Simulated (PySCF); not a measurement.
Input

```
{"job": {"kind": "nmr", "xc": "PBE0", "basis": "pcSseg-1", "pop": false}, "charge": 0, "multiplicity": 1}
N      4.039462     0.062484    -0.704876
C      2.911986     0.036976    -0.428861
C      1.528887     0.005971    -0.096569
C      0.695714    -1.129929    -0.006748
N     -0.509384    -0.732823     0.409325
N     -0.505420     0.633531     0.554597
Si    -2.305527    -0.000297     0.070075
C      0.702189     1.102339     0.230285
H      0.929166    -2.173881    -0.205402
H     -2.741934    -1.083111    -0.864293
H     -2.947154    -0.145320     1.394358
H     -2.739432     1.260584    -0.606596
H      0.941447     2.163476     0.254707
```

Run with:

```sh
OMP_NUM_THREADS=1 python ens_run.py task.json out
```

Geometry: B3LYP-D3(BJ)/def2-SVP.

Level of theory: PySCF, PBE0/pcSseg-1, SCF density, gas phase, non-relativistic.

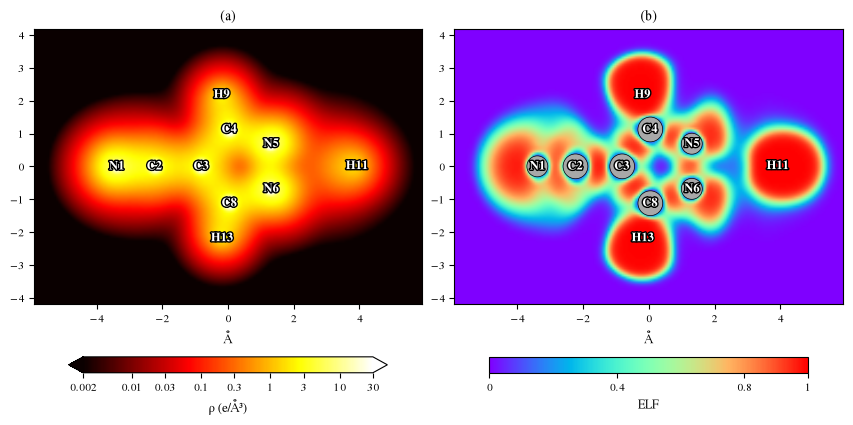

C4H5N3Si. (a) total electron density; (b) ELF on the plane of atoms C3, C8 and H13. Grey discs cover the atomic cores in the ELF map.

Read the bonding off the picture.

The section cuts through N, C and H sites.
C–N (1.16 Å): ρ is about 3.4 e/Å³ halfway; the ELF peaks at about 0.85 between the atoms: a short, multiple covalent bond.
N–N (1.37 Å): ρ is about 2.4 e/Å³ halfway; the ELF peaks at about 0.85 between the atoms, as expected for localised, covalent bonding.
C–C (1.41 Å): ρ is about 2 e/Å³ halfway; the ELF peaks at about 0.95 between the atoms: localised, covalent bonding.
C–H (1.09 Å): the density is about 2.1 e/Å³ at the midpoint; the ELF climbs to about 1 towards the hydrogen, as it does in any bond to H; an ordinary covalent bond to hydrogen.
C–N (1.34 Å): ρ at the midpoint is about 2.4 e/Å³; the ELF peaks at about 0.90 between the atoms, as expected for localised, covalent bonding.
The ELF also peaks beside N1, away from the bonds: lone-pair regions.
